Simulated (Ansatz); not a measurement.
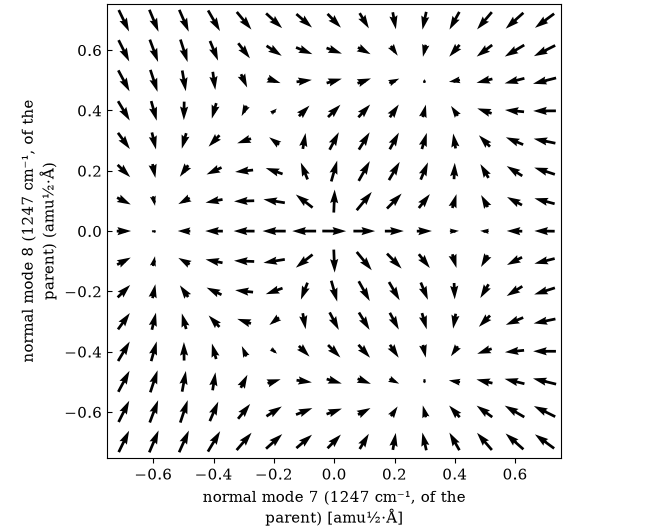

CH₃BN, spin multiplicity 2. Coordinates scanned: (1) normal mode 7 (1247 cm⁻¹, of the parent); (2) normal mode 8 (1247 cm⁻¹, of the parent). Nothing is relaxed (straight displacements along the two mass-weighted modes). Grid: 15 × 15 points. Points are written as (first, second). Near the degeneracy a single determinant is a rough description. The calculation used UHF/def2-SVPD in Ansatz 0.2.0.

The picture shows dots at the grid points, arrows along the force (downhill), their lengths compressed.

Q: The arrows alone are given. Where are the wells?

A: The arrows converge at about (0.297 amu½·Å, 0.509 amu½·Å); about (0.28 amu½·Å, −0.52 amu½·Å); about (−0.58 amu½·Å, 0.01 amu½·Å) (read from the interpolated surface).

The energy map of the same scan:

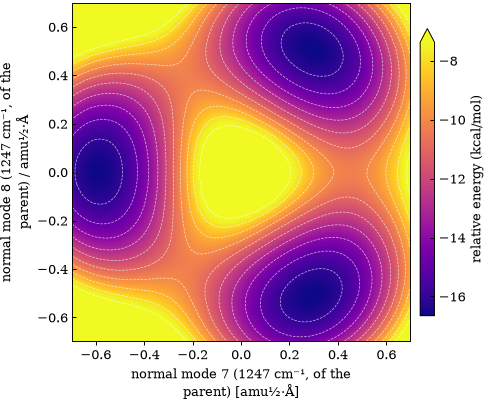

Energies are in kcal/mol, from the ion of charge +0 at the geometry of the relaxed parent of charge -1; between grid points the surface is interpolated.
